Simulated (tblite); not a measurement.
**C$_{4}$H$_{11}$ClSi$_{2}$: frequency calculation**

C$_{4}$H$_{11}$ClSi$_{2}$, computed with GFN2-xTB harmonic vibrations, gas phase (tblite 0.8.0).

It belongs to a series of runs on one base structure; here: H on Si replaced by CH2SiH3.

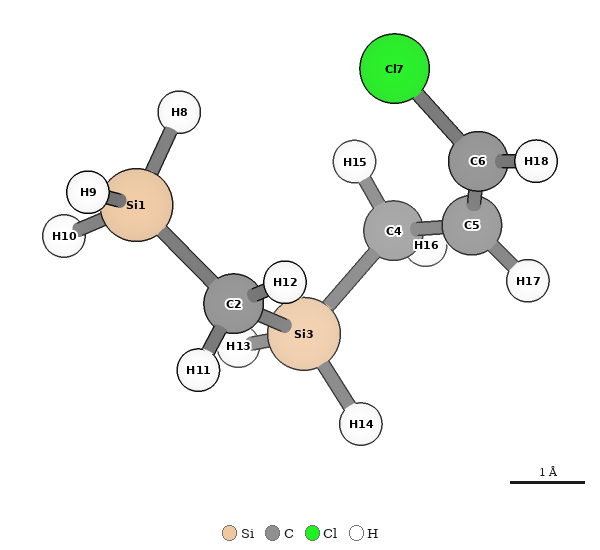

The structure (ball-and-stick view, seen at a tilt; atoms are numbered from 1 in the order of the input). Bond lengths as drawn: C–C 1.32 to 1.48 Å, C–Cl 1.73 Å, C–H 1.08 to 1.09 Å, C–Si 1.90 to 1.92 Å and H–Si 1.46 to 1.47 Å.

The input:
```
{"job": {"kind": "ir", "xc": "GFN2-xTB", "basis": "xTB"}, "charge": 0, "multiplicity": 1}
Si     2.441191     0.156992     0.718510
C      1.020585     1.216189     0.022639
Si     0.110557     0.506464    -1.481197
C     -1.003478    -0.959792    -0.947141
C     -2.117224    -0.486512    -0.095661
C     -2.197387    -0.582581     1.222471
Cl    -0.986822    -1.345573     2.192364
H      1.956687    -1.148877     1.161201
H      3.051380     0.858880     1.852306
H      3.452204    -0.031532    -0.326004
H      1.426966     2.190281    -0.250072
H      0.299842     1.402315     0.819559
H      1.052436     0.013297    -2.493301
H     -0.752750     1.532386    -2.088899
H     -0.407512    -1.698949    -0.414509
H     -1.406355    -1.431534    -1.842680
H     -2.927276     0.018030    -0.604984
H     -3.021805    -0.203166     1.803779
```

The first line tells a small driver script what to run in tblite; the rest is the geometry in Å.

Machine: 1 CPU thread, shared host.

Launch command:
```bash
OMP_NUM_THREADS=1 python <driver script> task.json out
```

The program's output:
```
mode    cm-1     km/mol
  1      27.9      0.59
  2      43.7      0.33
  3      73.6      0.26
  4      95.6      0.58
  5     131.0      0.30
  6     187.8      0.62
  7     194.4      1.07
  8     239.0      0.98
  9     407.6      7.25
 10     466.4     33.30
 11     496.7     17.08
 12     516.8     39.83
 13     526.2      9.56
 14     574.0      9.15
 15     637.8     33.30
 16     665.1     23.81
 17     703.1     50.37
 18     727.6    108.02
 19     743.4    187.04
 20     777.6     57.03
 21     780.7    129.93
 22     792.1    245.47
 23     795.5    397.18
 24     801.9    335.17
 25     818.2     62.77
 26     839.7    124.97
 27     875.2      4.80
 28    1023.8      1.53
 29    1040.2     31.89
 30    1122.0      1.64
 31    1137.9     74.95
 32    1193.5     62.21
 33    1224.8     15.10
 34    1284.9     56.93
 35    1452.6      1.36
 36    1459.6      3.46
 37    1678.0     25.28
 38    2188.2    357.14
 39    2222.2     64.87
 40    2238.0    435.93
 41    2243.9    481.16
 42    2280.4    254.04
 43    2973.2     49.44
 44    2982.4     12.97
 45    2990.6     41.18
 46    3007.3     25.13
 47    3056.6     22.86
 48    3087.0     13.09
```

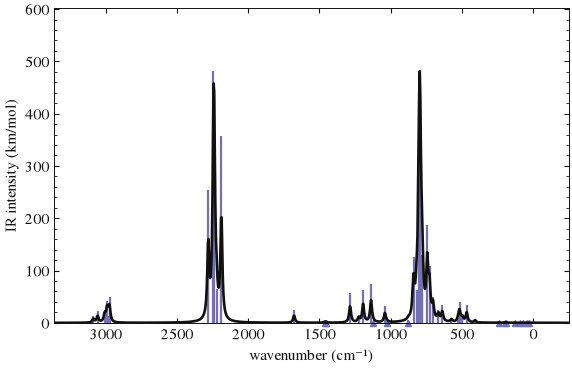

Harmonic infrared spectrum, unscaled: sticks (degenerate modes added up, dark ones marked on the axis) with a Lorentzian envelope of 16 cm⁻¹ full width, scaled to the tallest stick. 48 modes from 28 to 3087 cm⁻¹, none imaginary. The strongest line is at 2244 cm⁻¹ (481 km/mol).

Summary:

- outcome: converged
- total energy: −602.5992 eV
- zero-point energy: 79.8070 kcal/mol
- wall time: 1 s
- peak memory: 0.18 GiB
